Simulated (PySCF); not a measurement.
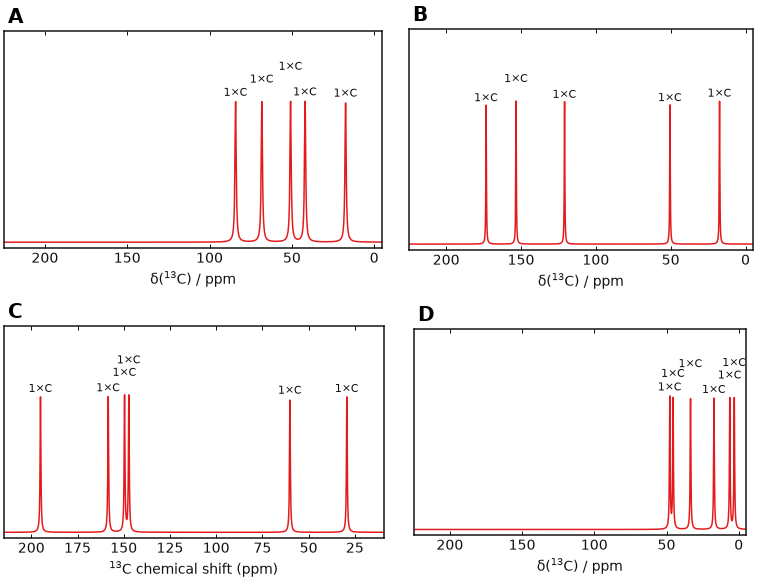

GIAO shifts, PBE0/pcSseg-1, PySCF, at a GFN2-xTB geometry (no frequency check), against TMS for ¹³C computed at the same level. Gas phase, fully decoupled, line heights follow the number of nuclei, widths are arbitrary (no quadrupolar broadening); values of one conformer, averaged over methyl-type rotors and exact or near symmetry; other conformers aren't averaged in.

> Which panel belongs to which molecule?
1. C₅H₁₁FN⁺, SMILES C[C@@H]1[NH2+]C[C@@H]1CF
2. C₅H₉NO, SMILES C=C[C@H](C)C(N)=O
3. C₆H₁₁N, SMILES CN1C[C@@H]1C1CC1
4. C₆H₈NOP, SMILES COc1cnc(C)cp1

A: 1 (84.2 (1 C), 68.2 (1 C), 50.8 (1 C), 42.0 (1 C), 17.4 (1 C) ppm)
B: 2 (173.3 (1 C), 153.3 (1 C), 120.9 (1 C), 50.4 (1 C), 17.3 (1 C) ppm)
C: 4 (195.0 (1 C), 158.4 (1 C), 149.5 (1 C), 147.2 (1 C), 60.1 (1 C), 29.3 (1 C) ppm)
D: 3 (47.7 (1 C), 45.5 (1 C), 33.4 (1 C), 17.1 (1 C), 6.2 (1 C), 3.1 (1 C) ppm)

Caveats, for all or some of the runs: the tight-binding geometry is rougher than a DFT one and adds to the error.
